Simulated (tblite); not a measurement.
Geometry relaxation of C8H11Al (part 4 of 4)

C8H11Al, SMILES CC#[C][AlH][C]#CCCC; GFN2-xTB geometry optimisation, gas phase (tblite 0.8.0). It belongs to a series of runs on one base structure; here: H on C replaced by C2H5.

Geometry of the input (Å):
```
C  5.9512  0.3425  -0.2151
C  4.5996  -0.1229  -0.5848
C  3.4974  -0.5285  -0.8834
Al 1.7241  -1.1709  -1.3830
C  0.1176  -0.5151  -0.4873
C  -0.8893  -0.1007  0.0296
C  -2.1152  0.4192  0.6725
C  -3.2988  -0.0644  -0.1211
C  -4.5993  0.4183  0.4777
H  6.3193  -0.1954  0.7059
H  5.9163  1.4166  0.0426
H  6.6475  0.1868  -1.0383
H  1.6185  -2.1244  -2.6538
H  -2.1784  -0.0545  1.6826
H  -2.0322  1.5077  0.7496
H  -3.2313  0.2734  -1.1593
H  -3.2929  -1.1755  -0.1227
H  -4.4514  1.2915  1.1121
H  -4.9929  -0.4036  1.1040
H  -5.3150  0.6105  -0.3406
```

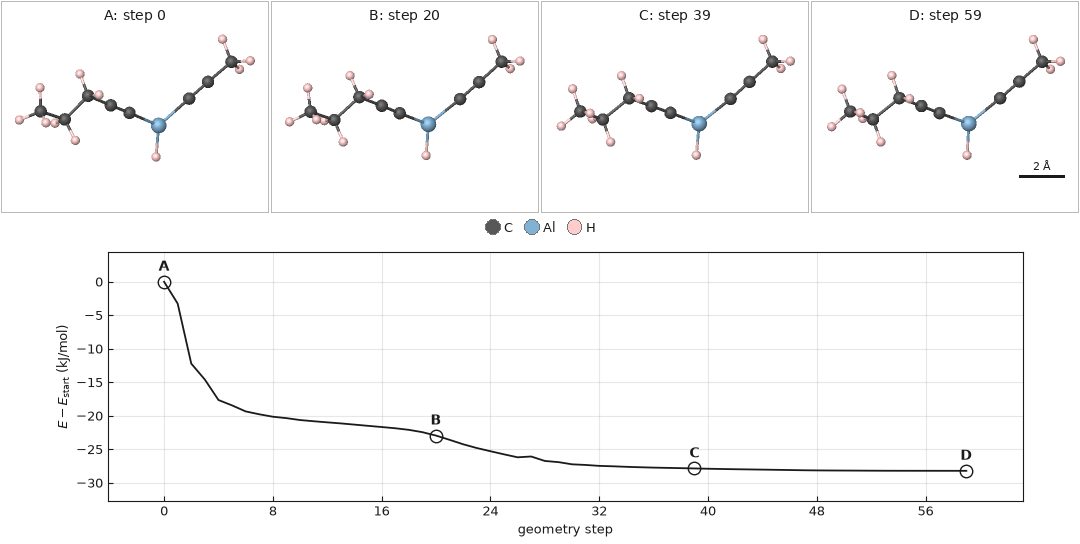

**Figure 1.** Frames of the relaxation (ball-and-stick view, seen at a tilt) above the curves, on which the letters mark them (steps are counted from 0).

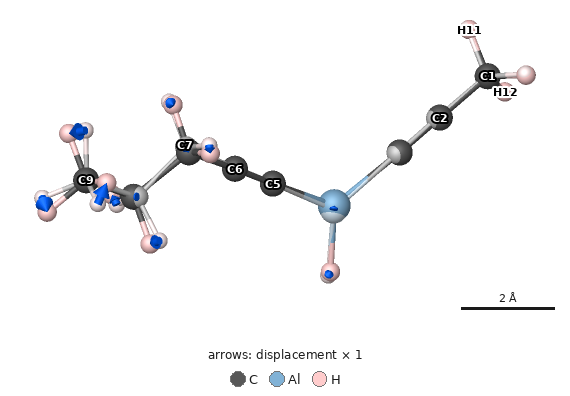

**Figure 2.** Start (faint) and end (solid) with the displacements as blue arrows, at true length (ball-and-stick view, seen at a tilt). The two geometries are laid on each other by the best rigid fit. H19 moves most after the best rigid fit: 0.50 Å. Largest moves by element: H 0.50 Å, C 0.13 Å, Al 0.09 Å. Among the contacts that change: Al4–H13 1.592 → 1.545 Å, C1–H10 1.128 → 1.091 Å, C1–C2 1.477 → 1.447 Å, C7–C8 1.505 → 1.533 Å. Among the angles that change: C8–C7–H15 114.6° → 109.7°, C3–Al4–C5 121.3° → 126.2°, C5–Al4–H13 120.8° → 116.7°. After 59 geometry steps the energy has fallen by 28.2 kJ/mol. The largest force component goes from 1.4 to 0.007 eV/Å. (Atoms are counted from 1 in the order of the input.)
